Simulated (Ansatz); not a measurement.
One crystal and one scan (frozen-phonon scan) at two levels, PBE (plane waves to 420 eV, PAW, scalar-relativistic; Ansatz, a first-principles code) and r2SCAN (plane waves to 500 eV, PAW, scalar-relativistic; Ansatz), each from its own relaxed cell and on its own mesh. The cell shown is that of PBE.

Starting cell, BN (zinc blende):

```xyz
2
Lattice="0.0000 1.8124 1.8124 1.8124 0.0000 1.8124 1.8124 1.8124 0.0000" Properties=species:S:1:pos:R:3 pbc="T T T"
N      2.7185     2.7185     2.7185
B      0.0000     0.0000     0.0000
```

The atoms are displaced by Q × the pattern below (from a DFPT mode at Γ, largest move 1; Q in Å), at fixed cell. It is one choice among 3 degenerate patterns.

```json
[
 {"atom": "N1", "x": "0.000", "y": "0.000", "z": "-0.772"},
 {"atom": "B2", "x": "0.000", "y": "0.000", "z": "1.000"}
]
```

BN was relaxed with its symmetry unable to fall. Percentages come from the unrounded values.

| quantity | PBE | r2SCAN | PBE − r2SCAN |
|---|---|---|---|
| Lattice constant a (Å) | 3.625 | 3.610 | +0.015 (+0.4 %) |
| Harmonic wavenumber from the curvature (finite differences) (cm⁻¹ (negative: imaginary)) | 1026 | 1044 | -18 (-1.7 %) |

PBE gives the higher value for: lattice constant a. PBE gives the lower value for: harmonic wavenumber from the curvature. Both give the same shape of the curve: a single well with its minimum at or next to zero displacement.

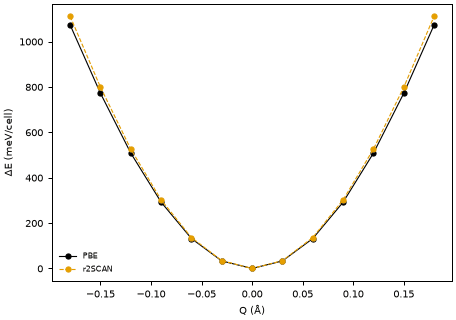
Figure. ΔE, each from the undisplaced structure of its own level.

(A displaced cell: forces are minus the slopes of the energy, force constants its curvatures, and phonons follow from these.)
